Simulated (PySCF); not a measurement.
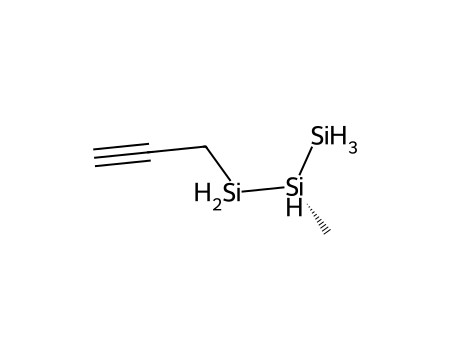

Simulated data, not a measurement (program: PySCF).

Question: Give its SMILES.

Answer: C#CC[SiH2][Si@@H](C)[SiH3]

Question: Give the formula, hydrogens included.

Answer: C4H12Si3.

Question: An optimisation with GFN2-xTB gave a structure of which point group?

Answer: C1.
